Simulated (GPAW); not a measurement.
# Geometry relaxation of CdH2 (part 3 of 5)

CdH2, SMILES [H][Cd][H]; AM05/real-space grid, scalar-relativistic datasets (GPAW 26.7.0). The atoms were displaced at random from an optimised geometry.

Geometry of the input (Å):
```
Cd 0.0261  0.0049  -0.0376
H  0.0049  0.0029  1.7295
H  0.0923  0.0614  -1.6073
```

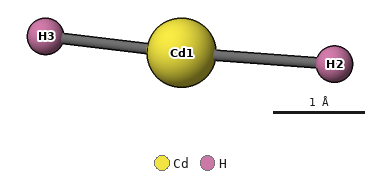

**Figure 1.** The structure as given in the input (ball-and-stick view, seen at a tilt; atoms are numbered from 1 in the order of the input). Sticks mark near contacts.

## The program's output, continued
```
Energy contributions:
  Kinetic:           9.243929
  Coulomb:         -10.285254
  Zero:              0.122227
  External:          0.000000
  Xc:               -5.419005
  Entropy:           0.000000
  Spinorbit:         0.000000
  ----------------------------
  Free energy:      -6.338102
  Extrapolated:     -6.338102

dipole moment: (-0.006416, -0.007341, -0.000571)  # |e|*Ang

Fermi level: -3.991
Eigenvalues  # (at kpt = [0.000, 0.000, 0.000])
| band index |      eig [eV] | occ [0-2] |
|------------|---------------|-----------|
|          0 |       -13.440 |     2.000 |
|          1 |       -12.669 |     2.000 |
|          2 |       -12.663 |     2.000 |
|          3 |       -12.591 |     2.000 |
|          4 |       -12.591 |     2.000 |
|          5 |        -8.008 |     2.000 |
|          6 |        -6.614 |     2.000 |
|          7 |        -1.369 |     0.000 |
|          8 |        -1.367 |     0.000 |
|          9 |        -0.221 |     0.000 |
|         10 |         0.750 |     0.000 |

Gap: 5.245 eV
Transition (v -> c):
  (s=0, k=0, n=6, [0.00, 0.00, 0.00]) -> (s=0, k=0, n=7, [0.00, 0.00, 0.00])
No difference between direct/indirect transitions
vacuum-level: 0.000  # V

Forces  # eV/Ang
|        x |        y |        z |
|----------|----------|----------|
|  0.04073 |  0.04639 |  0.01597 |  # Cd   0
| -0.02825 | -0.02633 |  0.01537 |  # H    1
| -0.00864 | -0.01144 | -0.01512 |  # H    2

Force computation time: 0.037  # s
GPMin:    2 00:02:00       -6.338102        0.063764
       .-------------------------.
      /|                         |
     / |                         |
    /  |                         |
   /   |                         |
  /    |                         |
 *     |                         |
 |     |                         |
 |     |                         |
 |     |         H               |
 |     |                         |
 |     |                         |
 |     |         Cd              |
 |     |                         |
 |
[... cut ...]
             |
 |     |                         |
 |     |                         |
 |     .-------------------------.
 |    /                         /
 |   /                         /
 |  /                         /
 | /                         /
 |/                         /
 *-------------------------*

Atoms  # Å, Bohr magnetons
|   | symbol |        x |        y |        z |    initial magnetic moments |
|---|--------|----------|----------|----------|-----------------------------|
| 0 |     Cd | 5.182151 | 5.194792 | 6.777526 | ( 0.0000,  0.0000,  0.0000) |
| 1 |      H | 5.102385 | 5.136095 | 8.449347 | ( 0.0000,  0.0000,  0.0000) |
| 2 |      H | 5.271719 | 5.247132 | 5.105549 | ( 0.0000,  0.0000,  0.0000) |

Unit cell  # Å
| periodic |         x |         y |         z |   lengths |    angles |
|----------|-----------|-----------|-----------|-----------|-----------|
|       no | 10.400000 |  0.000000 |  0.000000 | 10.400000 | 90.000000 |
|       no |  0.000000 | 10.400000 |  0.000000 | 10.400000 | 90.000000 |
|       no |  0.000000 |  0.000000 | 13.600000 | 13.600000 | 90.000000 |

Initialization done in: 0.683 s

convergence criteria:
- Maximum [total energy] change in last 3 cyles: 0.0005 eV / valence electron
- Maximum integral of absolute [dens]ity change: 0.0001 electrons / valence electron
- Maximum integral of absolute [eigenst]ate change: 4e-08 eV^2 / valence electron
maximum number of iterations: 100

SCF iterations
|iter     |     time |      energy | eigst |  dens |
|---------|----------|-------------|-------|-------|
|iter:   1| 00:04:56 |   -5.068308 | +1.09 |       |
|iter:   2| 00:04:57 |   -5.639716 | -0.28 | -1.54 |
|iter:   3| 00:04:58 |-449833506.322133 |+14.33 | -1.49 |
|iter:   4| 00:04:59 |   95.767587 | +3.03 | +0.77 |
|iter:   5| 00:05:00 |   34.565622 | +1.97 | -0.43 |
|iter:   6| 00:05:01 |   19.149488 | +1.39 | -0.62 |
|iter:   7| 00:05:01 |   15.149084 | +1.32 | -0.69 |
|iter:   8| 00:05:02 |   11.877768 | +1.37 | -0.76 |
|iter:   9| 00:05:03 |    7.370593 | +1.32 | -0.91 |
|iter:  10| 00:05:04 |    1.526277 | +1.08 | -1.09 |
|iter:  11| 00:05:05 |   -3.028349 | +0.69 | -1.17 |
|iter:  12| 00:05:06 |   -5.122131 | +0.14 | -1.26 |
|iter:  13| 00:05:06 |   -5.835901 | -0.43 | -1.41 |
|iter:  14| 00:05:07 |   -6.187051 | -0.96 | -1.61 |
|iter:  15| 00:05:08 |   -6.328054 | -1.45 | -1.75 |
|iter:  16| 00:05:09 |   -6.381975 | -1.87 | -1.80 |
|iter:  17| 00:05:10 |   -6.366946 | -2.13 | -1.85 |
|iter:  18| 00:05:11 |   -6.298337 | -1.73 | -1.87 |
|iter:  19| 00:05:12 |   -6.325114 | -2.33 | -1.98 |
|iter:  20| 00:05:13 |   -6.324800 | -1.59 | -1.97 |
|iter:  21| 00:05:13 |   -6.329839c| -2.19 | -2.24 |
|iter:  22| 00:05:14 |   -6.347561 | -2.85 | -2.36 |
|iter:  23| 00:05:15 |   -6.350074 | -3.04 | -2.46 |
|iter:  24| 00:05:16 |   -6.341494 | -3.62 | -2.86 |
|iter:  25| 00:05:17 |   -6.339299 | -3.95 | -3.23 |
|iter:  26| 00:05:18 |   -6.339705c| -4.33 | -3.90 |
|iter:  27| 00:05:19 |   -6.339977c| -4.71 | -3.73 |
|iter:  28| 00:05:19 |   -6.339745c| -5.18 | -4.06c|
|iter:  29| 00:05:20 |   -6.339630c| -5.61 | -4.32c|
|iter:  30| 00:05:21 |   -6.339587c| -5.98 | -4.61c|
|iter:  31| 00:05:22 |   -6.339584c| -5.15 | -4.82c|
|iter:  32| 00:05:23 |   -6.339555c| -6.94 | -4.92c|
|iter:  33| 00:05:24 |   -6.339572c| -7.10 | -5.02c|
|iter:  34| 00:05:25 |   -6.339603c| -7.51c| -5.10c|

Converged in 34 steps
SCF loop duration: 28.327 s (0.833 s/step)
Energy contributions relative to reference atoms: (reference = -152066.702831)

Energy contributions:
  Kinetic:           9.183814
  Coulomb:         -10.238309
  Zero:              0.123092
  External:          0.000000
  Xc:               -5.408200
  Entropy:           0.000000
  Spinorbit:         0.000000
  ----------------------------
  Free energy:      -6.339603
  Extrapolated:     -6.339603

dipole moment: (-0.002299, 0.001445, 0.000164)  # |e|*Ang

Fermi level: -3.990
Eigenvalues  # (at kpt = [0.000, 0.000, 0.000])
| band index |      eig [eV] | occ [0-2] |
|------------|---------------|-----------|
|          0 |       -13.436 |     2.000 |
|          1 |       -12.670 |     2.000 |
|          2 |       -12.663 |     2.000 |
|          3 |       -12.590 |     2.000 |
|          4 |       -12.590 |     2.000 |
|          5 |        -8.008 |     2.000 |
|          6 |        -6.614 |     2.000 |
|          7 |        -1.367 |     0.000 |
|          8 |        -1.260 |     0.000 |
|          9 |      1012.427 |     0.000 |
|         10 |      1481.144 |     0.000 |

Gap: 5.246 eV
Transition (v -> c):
  (s=0, k=0, n=6, [0.00, 0.00, 0.00]) -> (s=0, k=0, n=7, [0.00, 0.00, 0.00])
No difference between direct/indirect transitions
vacuum-level: 0.000  # V

Forces  # eV/Ang
|        x |        y |        z |
|----------|----------|----------|
|  0.00639 | -0.01329 | -0.01183 |  # Cd   0
| -0.00929 |  0.00837 |  0.00602 |  # H    1
| -0.01312 |  0.01024 | -0.00109 |  # H    2

Force computation time: 0.037  # s
GPMin:    7 00:05:25       -6.339603        0.018902
       .-------------------------.
      /|                         |
     / |                         |
    /  |                         |
   /   |                         |
  /    |                         |
 *     |                         |
 |     |                         |
 |     |                         |
 |     |         H               |
 |     |                         |
 |     |                         |
 |     |         Cd              |
 |     |                         |
 |     |         H               |
 |     |                         |
 |     |                         |
 |     .-------------------------.
 |    /                         /
 |   /                         /
 |  /                         /
 | /                         /
 |/                         /
 *-------------------------*

Atoms  # Å, Bohr magnetons
|   | symbol |        x |        y |        z |    initial magnetic moments |
|---|--------|----------|----------|----------|-----------------------------|
| 0 |     Cd | 5.182440 | 5.193412 | 6.776929 | ( 0.0000,  0.0000,  0.0000) |
| 1 |      H | 5.103624 | 5.137589 | 8.449459 | ( 0.0000,  0.0000,  0.0000) |
| 2 |      H | 5.270133 | 5.246836 | 5.105127 | ( 0.0000,  0.0000,  0.0000) |

Unit cell  # Å
| periodic |         x |         y |         z |   lengths |    angles |
|----------|-----------|-----------|-----------|-----------|-----------|
|       no | 10.400000 |  0.000000 |  0.000000 | 10.400000 | 90.000000 |
|       no |  0.000000 | 10.400000 |  0.000000 | 10.400000 | 90.000000 |
|       no |  0.000000 |  0.000000 | 13.600000 | 13.600000 | 90.000000 |

Initialization done in: 0.682 s

convergence criteria:
- Maximum [total energy] change in last 3 cyles: 0.0005 eV / valence electron
- Maximum integral of absolute [dens]ity change: 0.0001 electrons / valence electron
- Maximum integral of absolute [eigenst]ate change: 4e-08 eV^2 / valence electron
maximum number of iterations: 100

SCF iterations
|iter     |     time |      energy | eigst |  dens |
|---------|----------|-------------|-------|-------|
|iter:   1| 00:05:26 |   -6.343418c| -2.83 |       |
|iter:   2| 00:05:26 |   -6.343275c| -4.30 | -3.86 |
|iter:   3| 00:05:27 |   -6.817842 | +1.73 | -3.79 |
|iter:   4| 00:05:28 |   -6.324495 | -1.04 | -1.41 |
|iter:   5| 00:05:29 |   -6.341475 | -2.54 | -3.19 |
|iter:   6| 00:05:30 |   -6.341087 | -3.33 | -3.57 |
|iter:   7| 00:05:30 |   -6.340701c| -4.27 | -3.87 |
|iter:   8| 00:05:31 |   -6.339854c| -4.70 | -4.00c|
|iter:   9| 00:05:32 |   -6.340031c| -6.13 | -4.01c|
|iter:  10| 00:05:33 |   -6.340251c| -5.99 | -4.04c|
|iter:  11| 00:05:34 |   -6.339713c| -6.82 | -4.48c|
|iter:  12| 00:05:35 |   -6.339684c| -7.20 | -4.52c|
|iter:  13| 00:05:36 |   -6.339666c| -7.77c| -4.42c|

Converged in 13 steps
SCF loop duration: 10.155 s (0.781 s/step)
Energy contributions relative to reference atoms: (reference = -152066.702831)

Energy contributions:
  Kinetic:           9.180237
  Coulomb:         -10.235460
  Zero:              0.123060
  External:          0.000000
  Xc:               -5.407504
  Entropy:           0.000000
  Spinorbit:         0.000000
  ----------------------------
  Free energy:      -6.339666
  Extrapolated:     -6.339666

dipole moment: (-0.002059, 0.000411, -0.000464)  # |e|*Ang

Fermi level: -3.990
Eigenvalues  # (at kpt = [0.000, 0.000, 0.000])
| band index |      eig [eV] | occ [0-2] |
|------------|---------------|-----------|
|          0 |       -13.435 |     2.000 |
|          1 |       -12.669 |     2.000 |
|          2 |       -12.663 |     2.000 |
|          3 |       -12.590 |     2.000 |
|          4 |       -12.590 |     2.000 |
|          5 |        -8.007 |     2.000 |
|          6 |        -6.613 |     2.000 |
|          7 |        -1.367 |     0.000 |
|          8 |        -1.361 |     0.000 |
|          9 |      1344.776 |     0.000 |
|         10 |      1521.158 |     0.000 |

Gap: 5.246 eV
Transition (v -> c):
  (s=0, k=0, n=6, [0.00, 0.00, 0.00]) -> (s=0, k=0, n=7, [0.00, 0.00, 0.00])
No difference between direct/indirect transitions
vacuum-level: 0.000  # V

Forces  # eV/Ang
|        x |        y |        z |
|----------|----------|----------|
|  0.00494 | -0.00887 | -0.00310 |  # Cd   0
| -0.00892 |  0.00471 | -0.00036 |  # H    1
| -0.01250 |  0.00864 | -0.00251 |  # H    2

Force computation time: 0.037  # s
GPMin:    8 00:05:36       -6.339666        0.015403
       .-------------------------.
      /|                         |
     / |                         |
    /  |                         |
   /   |                         |
  /    |                         |
 *     |                         |
 |     |                         |
 |     |                         |
 |     |                         |
 |     |        H                |
 |     |                         |
 |     |         Cd              |
 |     |                         |
 |     |         H               |
 |     |                         |
 |     |                         |
 |     .-------------------------.
 |    /                         /
 |   /                         /
 |  /                         /
 | /                         /
 |/                         /
 *-------------------------*

Atoms  # Å, Bohr magnetons
|   | symbol |        x |        y |        z |    initial magnetic moments |
|---|--------|----------|----------|----------|-----------------------------|
| 0 |     Cd | 5.063273 | 5.157687 | 6.730306 | ( 0.0000,  0.0000,  0.0000) |
| 1 |      H | 5.003052 | 5.174337 | 8.410160 | ( 0.0000,  0.0000,  0.0000) |
| 2 |      H | 5.126565 | 5.182035 | 5.061326 | ( 0.0000,  0.0000,  0.0000) |

Unit cell  # Å
| periodic |         x |         y |         z |   lengths |    angles |
|----------|-----------|-----------|-----------|-----------|-----------|
|       no | 10.400000 |  0.000000 |  0.000000 | 10.400000 | 90.000000 |
|       no |  0.000000 | 10.400000 |  0.000000 | 10.400000 | 90.000000 |
|       no |  0.000000 |  0.000000 | 13.600000 | 13.600000 | 90.000000 |

Initialization done in: 0.681 s

convergence criteria:
- Maximum [total energy] change in last 3 cyles: 0.0005 eV / valence electron
- Maximum integral of absolute [dens]ity change: 0.0001 electrons / valence electron
- Maximum integral of absolute [eigenst]ate change: 4e-08 eV^2 / valence electron
maximum number of iterations: 100

SCF iterations
|iter     |     time |      energy | eigst |  dens |
|---------|----------|-------------|-------|-------|
|iter:   1| 00:05:36 |   -5.758077 | +0.82 |       |
|iter:   2| 00:05:37 |   -6.060484 | -0.57 | -1.65 |
|iter:   3| 00:05:38 |-311959799.002404 |+13.98 | -1.59 |
|iter:   4| 00:05:39 |   38.877670 | +3.04 | +0.65 |
|iter:   5| 00:05:40 |   -1.100895 | +1.93 | -1.15 |
|iter:   6| 00:05:41 |   -5.672207 | +0.73 | -1.68 |
|iter:   7| 00:05:41 |   -6.251993 | -0.05 | -1.92 |
|iter:   8| 00:05:42 |   -6.299006 | -0.91 | -2.02 |
|iter:   9| 00:05:43 |   -6.313870 | -1.06 | -2.06 |
|iter:  10| 00:05:44 |   -6.305859 | -2.14 | -2.04 |
|iter:  11| 00:05:45 |   -6.322480 | -2.50 | -2.23 |
|iter:  12| 00:05:46 |   -6.328567 | -3.01 | -2.48 |
|iter:  13| 00:05:46 |   -6.336371 | -2.55 | -2.50 |
|iter:  14| 00:05:47 |   -6.340392 | -3.88 | -2.96 |
|iter:  15| 00:05:48 |   -6.339245c| -3.73 | -3.08 |
|iter:  16| 00:05:49 |   -6.338190c| -4.53 | -3.55 |
|iter:  17| 00:05:50 |   -6.337782c| -5.10 | -3.62 |
|iter:  18| 00:05:51 |   -6.338238c| -5.23 | -3.63 |
|iter:  19| 00:05:52 |   -6.337595c| -4.61 | -3.83 |
|iter:  20| 00:05:52 |   -6.337326c| -5.46 | -3.96 |
|iter:  21| 00:05:53 |   -6.337133c| -5.75 | -4.51c|
|iter:  22| 00:05:54 |   -6.337227c| -5.68 | -4.31c|
|iter:  23| 00:05:55 |   -6.337222c| -6.56 | -4.61c|
|iter:  24| 00:05:56 |   -6.337194c| -7.05 | -5.29c|
|iter:  25| 00:05:57 |   -6.337180c| -6.92 | -4.93c|
|iter:  26| 00:05:58 |   -6.337177c| -7.61c| -5.16c|

Converged in 26 steps
SCF loop duration: 21.281 s (0.818 s/step)
Energy contributions relative to reference atoms: (reference = -152066.702831)
```
